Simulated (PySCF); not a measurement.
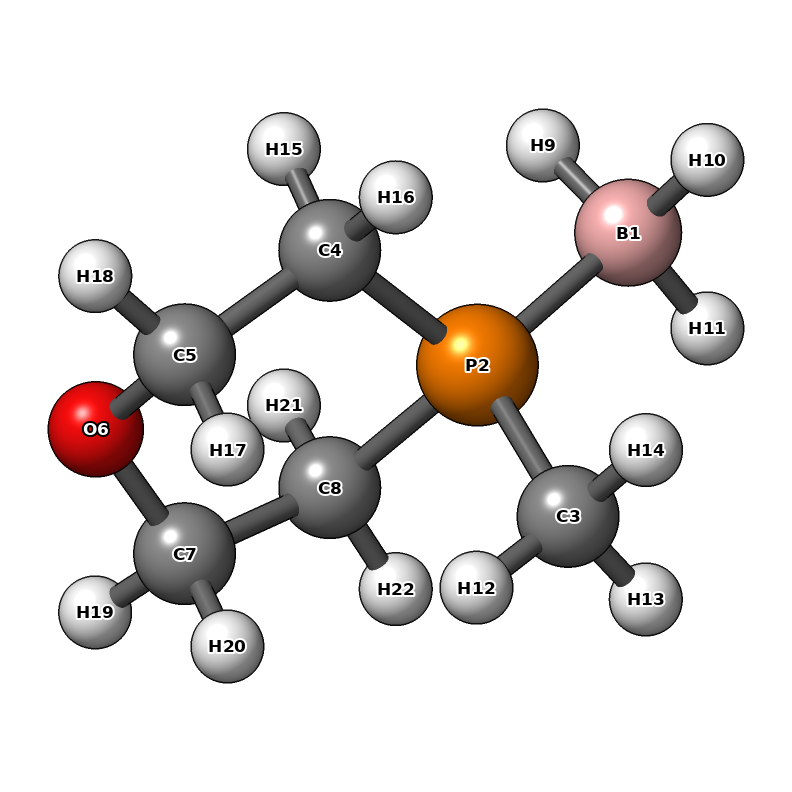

The thickness of each stick grows with its Mayer bond order. Computed geometry: GFN2-xTB optimisation. No frequency run is at hand to confirm it as a minimum. Level of theory: PBE0/pcSseg-1 (PySCF 2.14.0).

List the Mayer bond orders of B1–P2, B1–H9, B1–H10, P2–C3, P2–C4, C3–H12, C3–H13, C5–O6, C4–C5, C5–H18, C5–H17, C4–H15, C4–H16 (one bond of each equivalent set).

| bond | Mayer order | length (Å) |
| --- | --- | --- |
| B1–P2 | 0.87 | 1.916 |
| B1–H9 | 0.92 | 1.192 |
| B1–H10 | 0.93 | 1.192 |
| P2–C3 | 0.98 | 1.839 |
| P2–C4 | 0.94 | 1.845 |
| C3–H12 | 0.93 | 1.088 |
| C3–H13 | 0.95 | 1.089 |
| C5–O6 | 0.94 | 1.407 |
| C4–C5 | 1.00 | 1.529 |
| C5–H18 | 0.96 | 1.094 |
| C5–H17 | 0.94 | 1.101 |
| C4–H15 | 0.93 | 1.093 |
| C4–H16 | 0.94 | 1.092 |

The geometry is semi-empirical. Around B, P such bond lengths and angles can be off by a tenth of an ångström or more and by several degrees, and values that hang on the shape move with them.
